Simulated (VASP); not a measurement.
Band structure of Ba (bcc). Level of theory: PBE GGA with D3 dispersion (Becke-Johnson damping), VASP's PBE PAW potentials (set 64) (plane waves; VASP).

Unless said otherwise, spin-orbit coupling is left out, though it shifts the bands of the heavy elements here.

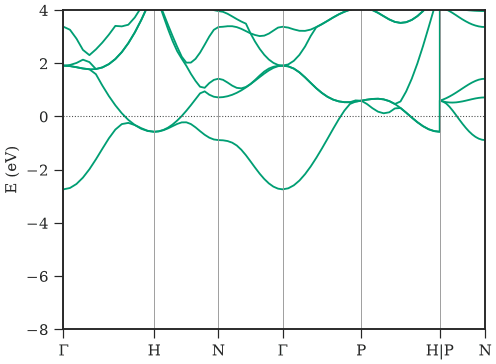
Bands along high-symmetry lines, zero at the valence-band maximum or, without a gap, the Fermi level

Read the plot: is there a gap, and where are the band edges?

It has no gap at this level: it comes out as a metal or semimetal. (Edges off the drawn lines would not show.)

The compound is Ba in the bcc structure. It was relaxed first.
